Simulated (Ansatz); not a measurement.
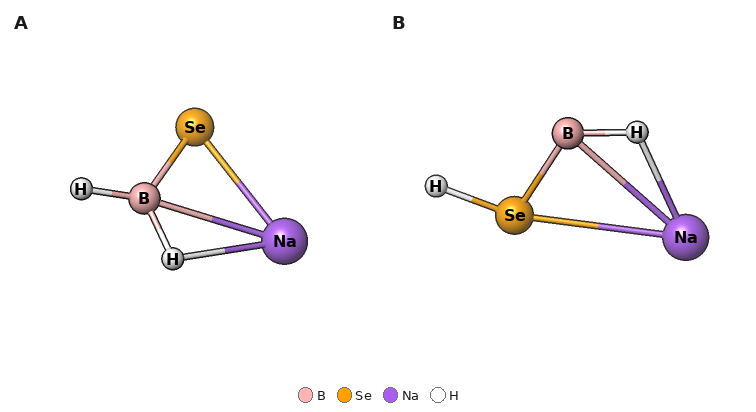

2 stationary structures of one formula. Geometries: PBE-D4/def2-SVP. Electronic energies: PBE-D4/def2-SVP (Ansatz 0.2.0), without zero-point energy. No frequency run is at hand to confirm each as a minimum.

> Rank them by energy, lowest first.

A is lowest (Cs); B lies 323.9 kJ/mol above it.
